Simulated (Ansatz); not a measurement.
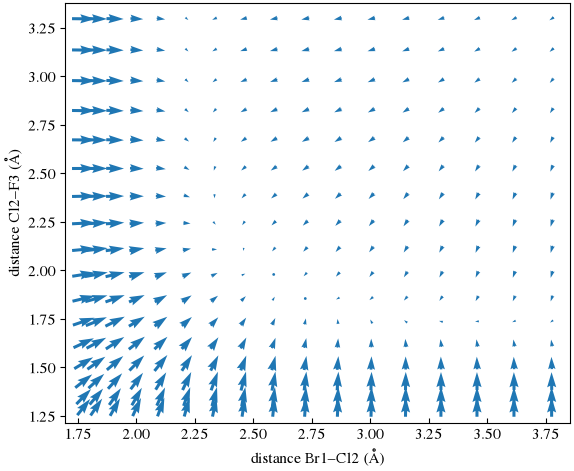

The system Br⁻ + ClF. First axis: distance Br1–Cl2. Second axis: distance Cl2–F3. Nothing is relaxed (the angle Br1–Cl2–F3 is fixed at 140 degrees). The grid has 17 × 17 points. The reference is spin-restricted, so regions where a bond is pulled apart into radicals lie too high. Computed with RKS PBE0-D4/def2-SVPD (Ansatz).

Drawn: arrows along the force (downhill), their lengths compressed.

The arrows alone are given. Where is the energy lowest?

The arrows converge at about distance Br1–Cl2 = 2.589 Å, distance Cl2–F3 = 1.934 Å (read from the interpolated surface).

The energy map of the same scan:

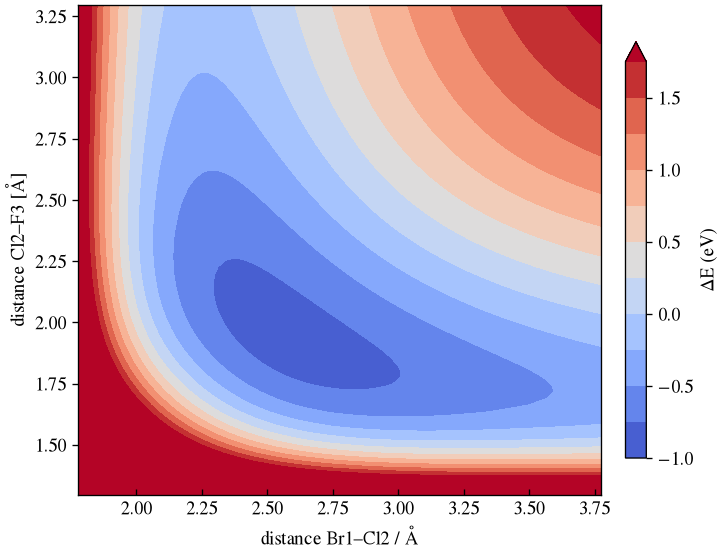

Energies are in eV, from Br with charge -1 far from the relaxed ClF (each part in its own basis); between grid points the surface is interpolated.
